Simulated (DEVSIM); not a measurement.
Structure: InP/In0.53Ga0.47As n-p heterojunction, at 300 K.

| layer (left to right) | material | thickness (μm) | Nd (cm⁻³) | Na (cm⁻³) | τn (s) | τp (s) |
|---|---|---|---|---|---|---|
| 1 | InP | 0.200 | 1.2e17 | - | 4.5e-8 | 4.5e-8 |
| 2 | In0.53Ga0.47As | 1.10 | - | 2.2e17 | 4.5e-8 | 4.5e-8 |

Left contact: ohmic. Right contact: ohmic. Voltage is applied to the left contact. Recombination: SRH at mid-gap, Auger. Mobility is μmin + (μ − μmin)/(1 + (N/Nref)^α).

The device is made up for the run: typed textbook-type constants, with dimensions and the other settings drawn at random. Values at 300 K.

```tsv
parameter	InP	In0.53Ga0.47As
gap (eV)	1.344	0.74
affinity (eV)	4.38	4.51
permittivity	12.5	13.9
Nc (cm⁻³)	5.7e17	2.1e17
Nv (cm⁻³)	1.1e19	7.7e18
μn (cm²/Vs)	5200	12000
μp (cm²/Vs)	170	300
μn,min	400	300
μp,min	10	10
Nref,n	3e17	1.3e17
Nref,p	4.9e17	4.9e17
αn	0.47	0.48
αp	0.62	0.4
Cn (cm⁶/s)	9e-31	5e-29
Cp (cm⁶/s)	9e-31	5e-29
```

DEVSIM, 1D drift-diffusion, Boltzmann statistics, complete ionisation; no tunnelling, impact ionisation, image-force lowering or self-heating. Band offsets follow the typed affinities; no thermionic-emission limit at abrupt steps, no polarisation charge.

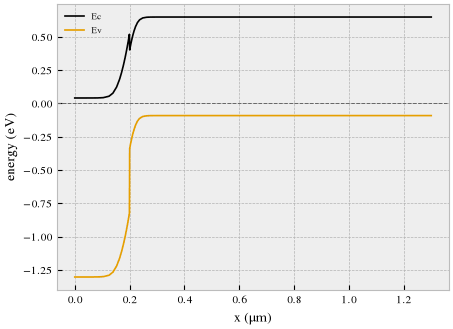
Band edges at zero bias

Energies count from the Fermi level of the right contact; mesh points crowd at the junctions.

```tsv
x (μm)	Ec (eV)	Ev (eV)	n (cm⁻³)	p (cm⁻³)	field (V/cm)
0.000	0.040	-1.304	1.2e17	< 1e2	≈ 0
0.004723	0.040	-1.304	1.2e17	< 1e2	≈ 0
0.01386	0.040	-1.304	1.2e17	< 1e2	≈ 0
0.03154	0.040	-1.304	1.2e17	< 1e2	≈ 0
0.08430	0.041	-1.303	1.2e17	< 1e2	420
0.1391	0.076	-1.268	3.0e16	< 1e2	24000
0.1710	0.233	-1.111	7.0e13	< 1e2	76000
0.1911	0.421	-0.923	4.8e10	3400	110000
0.1978	0.500	-0.844	2.3e9	72000	120000
0.2019	0.417	-0.323	2.1e10	2.9e13	110000
0.2085	0.483	-0.257	1.6e9	3.7e14	89000
0.2289	0.607	-0.133	1.3e7	4.5e16	34000
0.2624	0.647	-0.093	2900000	2.1e17	1600
0.3288	0.648	-0.092	2700000	2.2e17	≈ 0
0.5341	0.648	-0.092	2700000	2.2e17	≈ 0
0.8329	0.648	-0.092	2700000	2.2e17	≈ 0
1.068	0.648	-0.092	2700000	2.2e17	≈ 0
1.186	0.648	-0.092	2700000	2.2e17	≈ 0
1.258	0.648	-0.092	2700000	2.2e17	≈ 0
1.281	0.648	-0.092	2700000	2.2e17	≈ 0
1.293	0.648	-0.092	2700000	2.2e17	≈ 0
1.300	0.648	-0.092	2700000	2.2e17	≈ 0
```
